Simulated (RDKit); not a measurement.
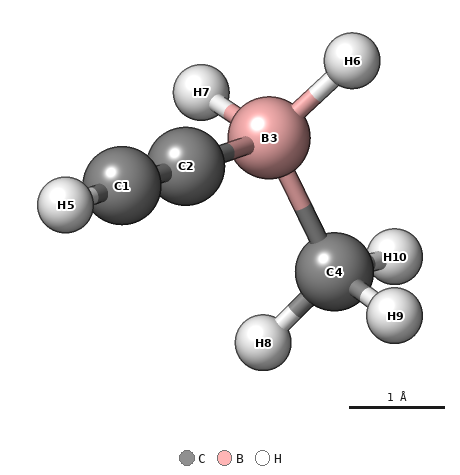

Figure 1. The structure (ball-and-stick view, seen at a tilt; atoms are numbered from 1 in the order of the input).

Property calculation of C₃H₆B (charge −1)

- system: C₃H₆B, charge −1, SMILES C#C[BH2-]C
- method: EHT (RDKit 2026.09.1)

The geometry comes from this level: GFN2-xTB.

**The input (run.py)**
```python
import json
import numpy as np
from rdkit import Chem
from rdkit.Chem import AllChem
from rdkit.Chem import rdDetermineBonds
from rdkit.Chem import rdEHTTools

m = Chem.MolFromXYZFile("mol.xyz")
symbols = [a.GetSymbol() for a in m.GetAtoms()]
start = m.GetConformer().GetPositions().copy()

m.GetAtomWithIdx(0).SetFormalCharge(-1)  # sets the electron count
ok, res = rdEHTTools.RunMol(m, keepOverlapAndHamiltonianMatrices=True)
if not ok:
    raise RuntimeError("the extended Hueckel run failed")
eps = np.array(res.GetOrbitalEnergies())
nel = res.numElectrons
homo = (nel + 1) // 2 - 1
print(f"{res.numOrbitals} orbitals, {nel} valence electrons, sum of one-electron energies {res.totalEnergy:.4f} eV")
for i in range(max(0, homo - 3), min(len(eps), homo + 6)):
    print(f"{i + 1:4d} {eps[i]:10.4f} eV", "(HOMO)" if i == homo else "(LUMO)" if i == homo + 1 else "")
q = np.array(res.GetAtomicCharges())
print("Mulliken charges:", " ".join(f"{a}{i + 1}={c:+.3f}" for i, (a, c) in enumerate(zip(symbols, q))))
op = res.GetReducedOverlapPopulationMatrix()
pairs = [(k, i, op[i * (i + 1) // 2 + k]) for i in range(len(symbols)) for k in range(i) if abs(op[i * (i + 1) // 2 + k]) > 0.1]
print("reduced overlap populations above 0.1")
for k, i, p in pairs:
    print(f"  {symbols[k]}{k + 1}-{symbols[i]}{i + 1} {p:7.3f}")
json.dump(dict(symbols=symbols, start=start.tolist(), energy=res.totalEnergy * 23.060548, homo=eps[homo], lumo=eps[homo + 1] if homo + 1 < len(eps) else None, orbital_energies=eps.round(4).tolist(), charges_mulliken=q.tolist(), bond_orders=[[k + 1, i + 1, round(p, 4)] for k, i, p in pairs], nel=nel), open("results.json", "w"))
```

**File mol.xyz**
```
10

C     -1.545340     1.062300    -1.473310
C     -0.570980     0.725760    -0.850010
B      0.715940     0.319890    -0.040190
C      0.347100    -0.944320     0.961420
H     -2.412800     1.333210    -2.020570
H      1.095460     1.285990     0.618600
H      1.599820    -0.007810    -0.829060
H      0.008250    -1.825630     0.407410
H     -0.449130    -0.691590     1.669050
H      1.211680    -1.257800     1.556670
```

Command:
```bash
python run.py
```

**The program's output**
```
22 orbitals, 22 valence electrons, sum of one-electron energies -377.5659 eV
   8   -13.9000 eV
   9   -13.5518 eV
  10   -13.2834 eV
  11   -12.8139 eV (HOMO)
  12    -7.0019 eV (LUMO)
  13    -6.9356 eV
  14     3.6639 eV
  15     4.1529 eV
  16     5.9196 eV
Mulliken charges: C1=-0.246 C2=-0.259 B3=+0.216 C4=-0.381 H5=+0.113 H6=-0.260 H7=-0.260 H8=+0.026 H9=+0.026 H10=+0.025
reduced overlap populations above 0.1
  C1-C2   1.920
  C2-B3   0.787
  B3-C4   0.678
  C1-H5   0.789
  B3-H6   0.749
  B3-H7   0.750
  C4-H8   0.789
  C4-H9   0.789
  C4-H10   0.788
```

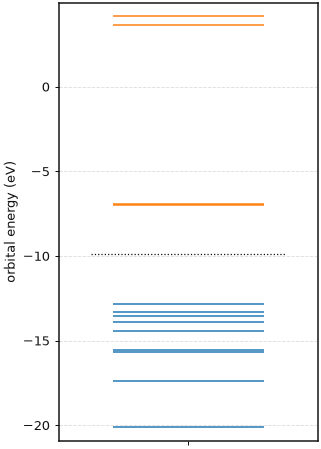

Figure 2. Orbital energies near the frontier; the dotted line parts filled from empty levels, and levels within 0.02 eV of each other stand side by side. Highest filled −12.81 eV, lowest empty −7.00 eV, 5.81 eV apart.

**Summary**

| quantity | value |
| --- | --- |
| outcome | converged |
| total energy | −13.875291 hartree |
| HOMO | −12.81 eV |
| LUMO | −7.00 eV |
| hardware | 1 thread of Intel Xeon (Sapphire Rapids), 16 GiB of memory available, shared host |
| peak memory | 0.072 GiB |
